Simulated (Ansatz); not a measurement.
Frequency calculation of NH3

The run: frequency calculation of NH3. Method and program: RKS PBE0-D4/def2-TZVP (Ansatz 0.2.0).

The geometry comes from this level: PBE0-D4/def2-TZVP. Figures and captions count atoms from 1; the log counts them from 0 in places.

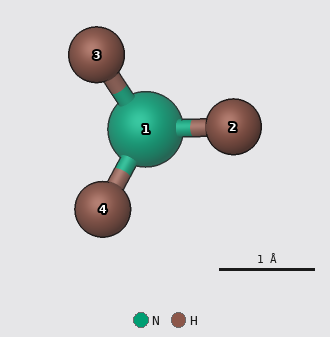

*The structure as given in the input (ball-and-stick view, seen on its broad side; atoms are numbered from 1 in the order of the input).*

Input
```yaml
crystal:
  periodic: [false, false, false]
  atoms:
    - {symbol: N, position_ang: [1.383063, -0.155813, 0.034597]}
    - {symbol: H, position_ang: [1.373359, -0.752498, -0.783423]}
    - {symbol: H, position_ang: [2.046854, 0.586892, -0.147217]}
    - {symbol: H, position_ang: [1.754693, -0.705855, 0.799209]}
basis:
  gaussian: {orbitals: def2-TZVP}
hamiltonian: {xc: pbe0, dispersion: d4}
phonons: {temperatures: {t_min: 298.15, t_max: 900, t_step: 200}}
```

Machine: 4 threads of Arm Neoverse N1, 23 GiB of memory available, shared host.

Launch command:
```bash
ansatz run in.yaml --threads 4 --pin off --events-out ev --progress --plain --max-ram 9574MiB
```

The program's output
```
Functional definition: PBE0
  name "PBE0"
  cite "Adamo & Barone, J. Chem. Phys. 110, 6158 (1999) doi:10.1063/1.478522"
  cite "Perdew, Burke & Ernzerhof, Phys. Rev. Lett. 77, 3865 (1996) doi:10.1103/PhysRevLett.77.3865"
  parent pbe
  parameter a = 0.25
  parameter kappa = 0.804
  parameter beta = 0.06672455060314922
  exchange = (1 - a)*pbe_x(kappa = kappa, mu = beta*pi^2/3) + a*exact_x
  correlation = pbe_c(beta = beta)
287 factors; their error is unknown
mean field evaluation 1: about -1532.4623 eV, gradient 5.4e1 eV
mean field evaluation 2: about -1528.0206 eV, gradient 6.8e1 eV
mean field evaluation 4: about -1537.8009 eV, gradient 1.4e-1 eV
mean field evaluation 8: about -1537.7992 eV, gradient 2.2e-1 eV
mean field -1537.79931155 eV, -56.5130823415 hartree, gradient 1.6e-5 eV, S^2 0.000000; 0 other end points of the search recorded, 0 dependent functions left out
the calculation of the forces begins
reference -1537.79932783 eV, -56.5130829398 hartree; 5, 5 occupied and 44, 44 virtual orbitals, 287 factors
these checks for a lower state are left out or cut short: stability, starts, cluster_reference, orbital_swaps, neighbouring_geometries, increment
287 factors; their error is unknown
mean field evaluation 16: about -1537.8007 eV, gradient 2.7e-1 eV
mean field -1537.79913092 eV, -56.5130757035 hartree, gradient 1.4e-6 eV, S^2 0.000000; 0 other end points of the search recorded, 0 dependent functions left out
the calculation of the forces begins
reference -1537.79914719 eV, -56.5130763015 hartree; 5, 5 occupied and 44, 44 virtual orbitals, 287 factors
these checks for a lower state are left out or cut short: stability, starts, cluster_reference, orbital_swaps, neighbouring_geometries, increment
287 factors; their error is unknown
mean field -1537.79913356 eV, -56.5130758005 hartree, gradient 1.4e-6 eV, S^2 0.000000; 0 other end points of the search recorded, 0 dependent functions left out
the calculation of the forces begins
reference -1537.79914984 eV, -56.5130763989 hartree; 5, 5 occupied and 44, 44 virtual orbitals, 287 factors
these checks for a lower state are left out or cut short: stability, starts, cluster_reference, orbital_swaps, neighbouring_geometries, increment
287 factors; their error is unknown
mean field evaluation 32: about -1537.8007 eV, gradient 2.8e-1 eV
mean field -1537.79917408 eV, -56.5130772897 hartree, gradient 1.4e-6 eV, S^2 0.000000; 0 other end points of the search recorded, 0 dependent functions left out
the calculation of the forces begins
reference -1537.79919036 eV, -56.5130778881 hartree; 5, 5 occupied and 44, 44 virtual orbitals, 287 factors
these checks for a lower state are left out or cut short: stability, starts, cluster_reference, orbital_swaps, neighbouring_geometries, increment
287 factors; their error is unknown
mean field -1537.79916656 eV, -56.5130770135 hartree, gradient 1.4e-6 eV, S^2 0.000000; 0 other end points of the search recorded, 0 dependent functions left out
the calculation of the forces begins
reference -1537.79918284 eV, -56.5130776116 hartree; 5, 5 occupied and 44, 44 virtual orbitals, 287 factors
these checks for a lower state are left out or cut short: stability, starts, cluster_reference, orbital_swaps, neighbouring_geometries, increment
287 factors; their error is unknown
mean field -1537.79917517 eV, -56.5130773297 hartree, gradient 1.4e-6 eV, S^2 0.000000; 0 other end points of the search recorded, 0 dependent functions left out
the calculation of the forces begins
reference -1537.79919144 eV, -56.5130779278 hartree; 5, 5 occupied and 44, 44 virtual orbitals, 287 factors
these checks for a lower state are left out or cut short: stability, starts, cluster_reference, orbital_swaps, neighbouring_geometries, increment
287 factors; their error is unknown
mean field -1537.79916867 eV, -56.5130770910 hartree, gradient 1.4e-6 eV, S^2 0.000000; 0 other end points of the search recorded, 0 dependent functions left out
the calculation of the forces begins
reference -1537.79918495 eV, -56.5130776893 hartree; 5, 5 occupied and 44, 44 virtual orbitals, 287 factors
these checks for a lower state are left out or cut short: stability, starts, cluster_reference, orbital_swaps, neighbouring_geometries, increment
287 factors; their error is unknown
mean field evaluation 64: about -1537.7992 eV, gradient 2.2e-1 eV
mean field -1537.79929901 eV, -56.5130818809 hartree, gradient 1.4e-6 eV, S^2 0.000000; 0 other end points of the search recorded, 0 dependent functions left out
the calculation of the forces begins
reference -1537.79931529 eV, -56.5130824790 hartree; 5, 5 occupied and 44, 44 virtual orbitals, 287 factors
these checks for a lower state are left out or cut short: stability, starts, cluster_reference, orbital_swaps, neighbouring_geometries, increment
287 factors; their error is unknown
mean field -1537.79929994 eV, -56.5130819150 hartree, gradient 1.4e-6 eV, S^2 0.000000; 0 other end points of the search recorded, 0 dependent functions left out
the calculation of the forces begins
reference -1537.79931622 eV, -56.5130825134 hartree; 5, 5 occupied and 44, 44 virtual orbitals, 287 factors
these checks for a lower state are left out or cut short: stability, starts, cluster_reference, orbital_swaps, neighbouring_geometries, increment
287 factors; their error is unknown
mean field -1537.79924869 eV, -56.5130800318 hartree, gradient 1.4e-6 eV, S^2 0.000000; 0 other end points of the search recorded, 0 dependent functions left out
the calculation of the forces begins
reference -1537.79926497 eV, -56.5130806299 hartree; 5, 5 occupied and 44, 44 virtual orbitals, 287 factors
these checks for a lower state are left out or cut short: stability, starts, cluster_reference, orbital_swaps, neighbouring_geometries, increment
287 factors; their error is unknown
mean field -1537.79925506 eV, -56.5130802658 hartree, gradient 1.4e-6 eV, S^2 0.000000; 0 other end points of the search recorded, 0 dependent functions left out
the calculation of the forces begins
reference -1537.79927134 eV, -56.5130808640 hartree; 5, 5 occupied and 44, 44 virtual orbitals, 287 factors
these checks for a lower state are left out or cut short: stability, starts, cluster_reference, orbital_swaps, neighbouring_geometries, increment
287 factors; their error is unknown
mean field evaluation 96: about -1537.7992 eV, gradient 1.4e-6 eV
mean field -1537.79922651 eV, -56.5130792166 hartree, gradient 1.4e-6 eV, S^2 0.000000; 0 other end points of the search recorded, 0 dependent functions left out
the calculation of the forces begins
reference -1537.79924280 eV, -56.5130798150 hartree; 5, 5 occupied and 44, 44 virtual orbitals, 287 factors
these checks for a lower state are left out or cut short: stability, starts, cluster_reference, orbital_swaps, neighbouring_geometries, increment
287 factors; their error is unknown
mean field -1537.79923086 eV, -56.5130793762 hartree, gradient 1.4e-6 eV, S^2 0.000000; 0 other end points of the search recorded, 0 dependent functions left out
the calculation of the forces begins
reference -1537.79924713 eV, -56.5130799743 hartree; 5, 5 occupied and 44, 44 virtual orbitals, 287 factors
these checks for a lower state are left out or cut short: stability, starts, cluster_reference, orbital_swaps, neighbouring_geometries, increment
287 factors; their error is unknown
mean field -1537.79929099 eV, -56.5130815862 hartree, gradient 1.4e-6 eV, S^2 0.000000; 0 other end points of the search recorded, 0 dependent functions left out
the calculation of the forces begins
reference -1537.79930728 eV, -56.5130821846 hartree; 5, 5 occupied and 44, 44 virtual orbitals, 287 factors
these checks for a lower state are left out or cut short: stability, starts, cluster_reference, orbital_swaps, neighbouring_geometries, increment
287 factors; their error is unknown
mean field -1537.79928964 eV, -56.5130815363 hartree, gradient 1.4e-6 eV, S^2 0.000000; 0 other end points of the search recorded, 0 dependent functions left out
the calculation of the forces begins
reference -1537.79930591 eV, -56.5130821345 hartree; 5, 5 occupied and 44, 44 virtual orbitals, 287 factors
Total energy: -1537.80844354 eV, -56.5134179363 hartree
Atom 0 at     1.383063    -0.155813     0.034597 Å, force    -0.000236     0.000180     0.000174 eV/Å
Atom 1 at     1.373359    -0.752498    -0.783423 Å, force     0.000043    -0.000164    -0.000211 eV/Å
Atom 2 at     2.046854     0.586892    -0.147217 Å, force     0.000140     0.000182    -0.000121 eV/Å
Atom 3 at     1.754693    -0.705855     0.799209 Å, force     0.000053    -0.000199     0.000158 eV/Å
Dipole moment:     0.320859    -0.126385    -0.073584 e Å
Vibrations: 1030.90 1669.55 1669.56 3502.38 3631.46 3631.52 cm⁻¹, zero-point energy 0.938274 eV
```

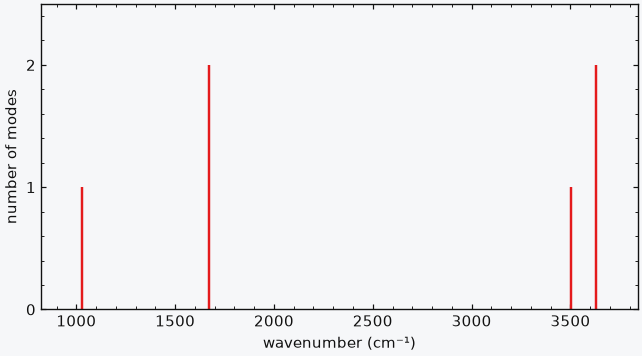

*Harmonic vibrational wavenumbers from the force constants; neighbouring modes closer than 12 cm⁻¹ are counted in one stick.*

6 modes from 1031 to 3632 cm⁻¹, none imaginary.

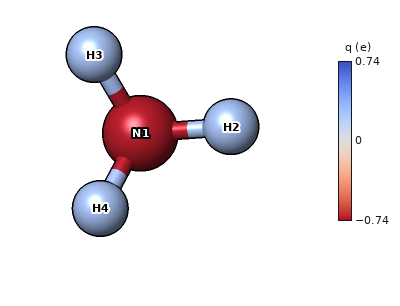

*Mulliken charges, as the colour of each atom (ball-and-stick view, seen at a tilt; atoms are numbered from 1 in the order of the input).*

By element: N −0.70 and H +0.23 e.

Results in brief

- outcome: converged
- total energy: −1537.8084 eV
- mean-field energy: −1537.7993 eV
- dispersion energy: −0.0091 eV
- largest force (length of the vector): under 0.001 eV/Å
- dipole moment: 1.69 D
- wall time: 2.3 s (CPU time 7.1 s)
- peak memory: 0.53 GiB
